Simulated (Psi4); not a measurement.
## Run report: InF, geometry relaxation (part 3 of 3)

Continued. System: InF, SMILES [F][In]. Method: MP2/def2-QZVP, RHF, core potentials def2 (Psi4 1.11). The geometry comes from this level: PBE0-D4/def2-TZVP.

Geometry of the input (Å):
```
F  0.0000  0.0000  0.0159
In -0.0000  -0.0000  2.0096
```

### Output, continued
```
       Center              X                  Y                   Z               Mass
    ------------   -----------------  -----------------  -----------------  -----------------
         F            0.000000000000     0.000000000000    -3.224122566531    18.998403162730
         IN           0.000000000000     0.000000000000     0.533081920449   114.903878776000

  Nuclear repulsion =   50.303357364482267
  Reference energy  = -288.762215975260972

  => Iterations <=

             Iter  Converged  Remaining    Residual
  CGR           1          0          1   1.445E-01
  CGR           2          0          1   2.462E-02
  CGR           3          0          1   1.265E-02
  CGR           4          0          1   3.444E-03
  CGR           5          0          1   9.136E-04
  CGR           6          0          1   2.813E-04
  CGR           7          0          1   7.035E-05
  CGR           8          0          1   1.558E-05
  CGR           9          0          1   2.379E-06
  CGR          10          1          0   2.963E-07

    CGRSolver converged.

   => Auxiliary Basis Set <=

  Basis Set: (DEF2-QZVP AUX)
    Blend: DEF2-UNIVERSAL-JKFIT
    Number of shells: 71
    Number of basis functions: 295
    Number of Cartesian functions: 402
    Spherical Harmonics?: true
    Max angular momentum: 5

	-----------------------------------------------------------
	 ==================> DF-MP2 Energies <====================
	-----------------------------------------------------------
	 Reference Energy          =    -288.7622159752609718 [Eh]
	 Singles Energy            =      -0.0000000000000000 [Eh]
	 Same-Spin Energy          =      -0.2382749306374109 [Eh]
	 Opposite-Spin Energy      =      -0.4986404916470318 [Eh]
	 Correlation Energy        =      -0.7369154222844427 [Eh]
	 Total Energy              =    -289.4991313975453977 [Eh]
	-----------------------------------------------------------
	 ================> DF-SCS-MP2 Energies <==================
	-----------------------------------------------------------
	 SCS Same-Spin Scale       =       0.3333333333333333 [-]
	 SCS Opposite-Spin Scale   =       1.2000000000000000 [-]
	 SCS Same-Spin Energy      =      -0.0794249768791370 [Eh]
	 SCS Opposite-Spin Energy  =      -0.5983685899764382 [Eh]
	 SCS Correlation Energy    =      -0.6777935668555751 [Eh]
	 SCS Total Energy          =    -289.4400095421165702 [Eh]
	-----------------------------------------------------------

  -Total Gradient:
     Atom            X                  Y                   Z
    ------   -----------------  -----------------  -----------------
       1       -0.000000000000     0.000000000000    -0.000003529332
       2        0.000000000000    -0.000000000000     0.000003529331

	total time  =          5 seconds =       0.08 minutes

    			-----------------------------------------

    			 OPTKING 3.0: for geometry optimizations

    			        with contributions from

    			-----------------------------------------

	                            ===> Fragment 1 <==

	 Z (Atomic Numbers)          Masses                          Geom
	       9.000000            18.998403          0.00000000  0.00000000 -3.22412257
	      49.000000            114.903879         0.00000000  0.00000000  0.53308192

	 - Coordinate -           - BOHR/RAD -       - ANG/DEG -
	 R(1,2)           =         3.757204           1.988227

	        --- Internal Coordinate Step in ANG or DEG, aJ/ANG or AJ/DEG ---
	-------------------------------------------------------------------------------
	           Coordinate      Previous         Force          Change          New
	           ----------      --------        ------          ------        ------
	               R(1,2)       1.98823       -0.00003       -0.00001       1.98822
	-------------------------------------------------------------------------------

	                                 ==> Convergence Check <==

	Measures of convergence in internal coordinates in au.

	Criteria marked as inactive (o), active & met (*), and active & unmet ( ).

	----------------------------------------------------------------------------------------------
	   Step    Total Energy     Delta E     Max Force     RMS Force      Max Disp      RMS Disp
	----------------------------------------------------------------------------------------------
	  Convergence Criteria              o    1.50e-05 *    1.00e-05 *    6.00e-05 *    4.00e-05 *
	----------------------------------------------------------------------------------------------
	     3    -289.49913140   -1.74e-07 o    3.53e-06 *    3.53e-06 *    2.03e-05 *    2.03e-05 *  ~
	----------------------------------------------------------------------------------------------

Next Geometry in Ang
	Fragment 1 (Ang)

	    F   0.0000000000   0.0000000000  -1.7061268194
	   In   0.0000000000   0.0000000000   0.2820894365

    Final optimized geometry and variables:
    Molecular point group: c1
    Full point group: C_inf_v

    Geometry (in Bohr), charge = 0, multiplicity = 1:

    F            0.000000000000     0.000000000000    -3.224122566531
    IN           0.000000000000     0.000000000000     0.533081920449

[set-up sections that repeat, and orbital energies of the middle runs, are left out above]
```

### Trajectory as extended XYZ (Å, eV, eV/Å), 3 frames, from step=0 to step=2
```
2
Properties=species:S:1:pos:R:3:forces:R:3 step=0 energy=-7877.67243
F     0.0000    0.0000    0.0159    0.0000   0.0000   0.0922
In    0.0000    0.0000    2.0096    0.0000   0.0000  -0.0922
2
Properties=species:S:1:pos:R:3:forces:R:3 step=1 energy=-7877.67268
F     0.0000    0.0000    0.0212    0.0000   0.0000  -0.0127
In    0.0000    0.0000    2.0087    0.0000   0.0000   0.0127
2
Properties=species:S:1:pos:R:3:forces:R:3 step=2 energy=-7877.67268
F     0.0000    0.0000    0.0206    0.0000   0.0000   0.0002
In    0.0000    0.0000    2.0088    0.0000   0.0000  -0.0002
```

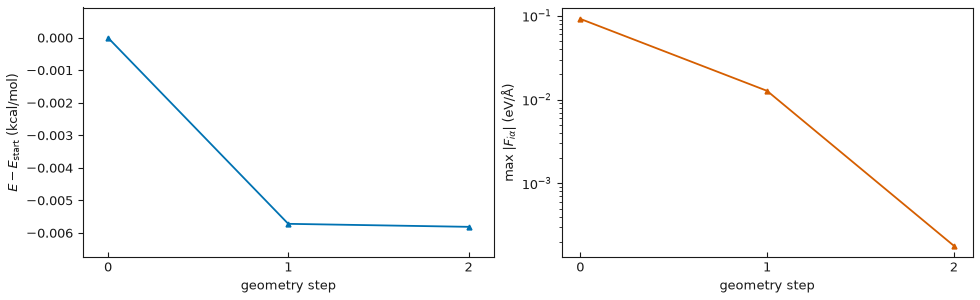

Figure 1. Progress of the relaxation, step by step (steps are counted from 0). The atoms keep their places after the best rigid fit (all moves are under 0.005 Å). Distances before and after: F1–In2 1.994 → 1.988 Å. Over 2 geometry steps the energy falls by 0.01 kcal/mol. The largest force component goes from 0.092 to 0.00018 eV/Å. (Atoms are counted from 1 in the order of the input.)

### Results in brief

- outcome: converged
- total energy: −289.499131 hartree
- SCF energy: −288.762216 hartree
- MP2 energy: −289.499131 hartree
- correlation energy: −0.736915 hartree
- HOMO of the SCF reference: 27.22 eV
- LUMO of the SCF reference: −0.04 eV
- wall time: 26 s
- peak memory: 0.43 GiB

The record of the run, not the program, notes: positive occupied level.
